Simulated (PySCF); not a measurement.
# C2H13NSi5: what the fields show

Input file:

```
{"job": {"kind": "nmr", "xc": "PBE0", "basis": "pcSseg-1", "pop": false}, "charge": 0, "multiplicity": 1}
C     -3.418409     0.750945     1.523889
C     -2.707813     0.227792     0.707028
Si    -1.561800    -0.559691    -0.526039
N     -1.775327     0.219783    -2.041302
Si     0.678993    -0.201286     0.085303
Si     1.050157     2.102945     0.318131
Si     1.105282    -1.284888     2.111143
Si     2.081936    -1.046538    -1.591269
H     -4.048746     1.205382     2.234430
H     -2.048492    -1.949602    -0.627868
H     -2.665674     0.318128    -2.493930
H     -1.030524     0.620682    -2.578305
H      0.089721     2.745641     1.216672
H      0.958711     2.815487    -0.961393
H      2.384216     2.406043     0.847279
H      0.194245    -0.870444     3.179117
H      2.462894    -1.018433     2.594252
H      0.991019    -2.742074     2.008986
H      1.852170    -2.466685    -1.870477
H      1.903889    -0.355577    -2.874084
H      3.503551    -0.917612    -1.261562
```

Run with:

```sh
OMP_NUM_THREADS=1 python ens_run.py task.json out
```

Geometry: GFN2-xTB.

All numbers below come from PBE0/pcSseg-1, SCF density, gas phase, non-relativistic (PySCF 2.14.0).

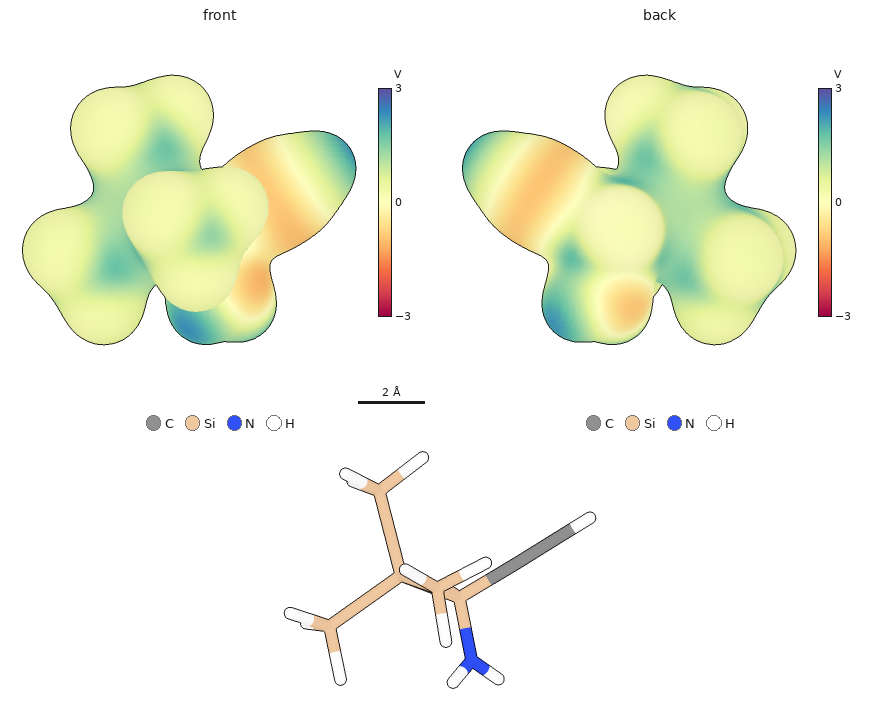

Figure 1. The electrostatic potential painted on the density surface at 0.004 e/bohr³, seen from the front and from behind; red is negative and blue positive. The bare structure is drawn below in the same view.

Q: Describe the electrostatic potential map.

A: The most negative region (about −1.0 V, or −23 kcal/mol for a unit charge) lies over C1, C2 and N4, the most positive (about +2.2 V, or +51 kcal/mol for a unit charge) over H9, H11 and H12.

Q: What dipole moment does the calculation give?

A: Its dipole moment is 1.04 D.

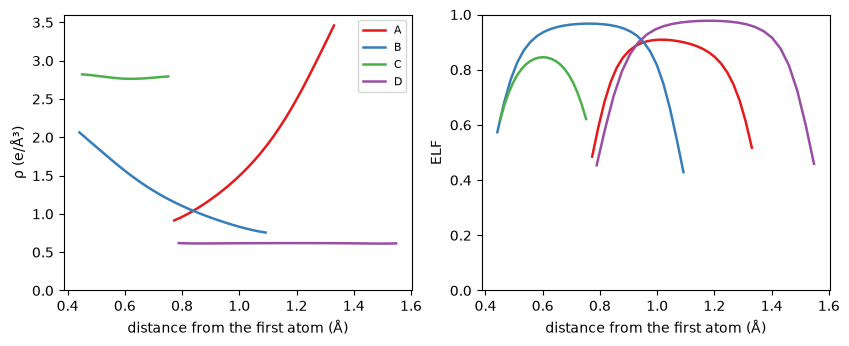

Figure 2. Electron density and ELF along straight lines between neighbouring atoms. The curves leave out the atomic cores.

Q: Which curve belongs to which contact (C–C, C–Si, Si–N and Si–Si)? The first atom named is at distance zero.

A: Curve A: Si–N (1.72 Å): the density is about 1.1 e/Å³ at the midpoint; the ELF peaks at about 0.90 between the atoms, as expected for a shared but strongly polarised pair. Curve B: C–Si (1.86 Å): ρ is about 0.91 e/Å³ halfway; the ELF peaks at about 0.95 between the atoms, as expected for a covalent bond. Curve C: C–C (1.20 Å): ρ at the midpoint is about 2.8 e/Å³; the ELF peaks at about 0.85 between the atoms: a multiple bond. Curve D: Si–Si (2.34 Å): ρ is about 0.62 e/Å³ halfway; the ELF peaks at about 1 between the atoms: a covalent bond.
